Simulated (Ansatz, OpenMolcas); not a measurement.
B2H4F2 (SMILES [BH2-]1[F+][BH2-][F+]1): the HOMO–LUMO gap, rung by rung

B2H4F2 has 8 atoms, charge 0, and is taken as a singlet. As SMILES, `[BH2-]1[F+][BH2-][F+]1`. Geometry: relaxed at PBE0-D4/def2-TZVP.

```xyz
8

B    -0.4880    0.9473   -0.2938
F     0.6373    0.5360    0.6706
B     0.4880   -0.9472    0.2939
F    -0.6368   -0.5359   -0.6711
H    -0.0360    1.5573   -1.2103
H    -1.4402    1.3084    0.3220
H     1.4402   -1.3091   -0.3216
H     0.0354   -1.5568    1.2103
```

Quantity: the HOMO–LUMO gap, in eV. The values are calculated.

| level | kind | program | value (eV) | CPU time |
| --- | --- | --- | --- | --- |
| HF/cc-pVDZ | Hartree–Fock | Ansatz | 17.27 | 0.79 s |
| SVWN5/cc-pVDZ | LDA | Ansatz | 6.41 | 1.3 s |
| M06-L/cc-pVDZ | meta-GGA | OpenMolcas | 7.52 | 23 s |
| TPSS/cc-pVDZ | meta-GGA | OpenMolcas | 7.28 | 24 s |
| r2SCAN/cc-pVDZ | meta-GGA | OpenMolcas | 7.64 | 23 s |
| M06-2X/cc-pVDZ | hybrid meta-GGA | OpenMolcas | 11.90 | 23 s |
| PBE0/cc-pVDZ | global hybrid | OpenMolcas | 9.38 | 17 s |
| wB97X/cc-pVDZ | range-separated hybrid | Ansatz | 14.29 | 7.8 s |

The values span 6.41 to 17.27 eV. Orbital gaps aren't excitation energies; they tend to grow with the share of exact exchange. CPU times are rough (shared hosts, several kinds of processor and program).

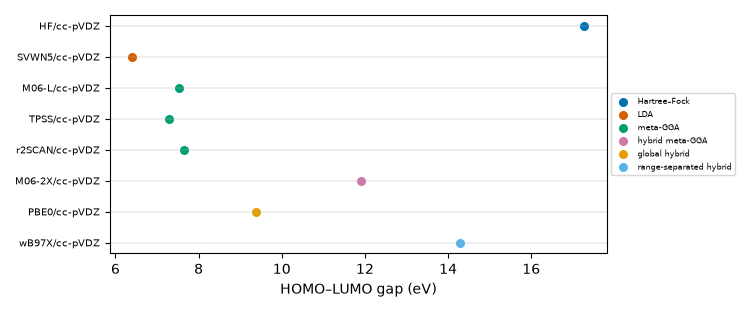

The values of the table, level by level.
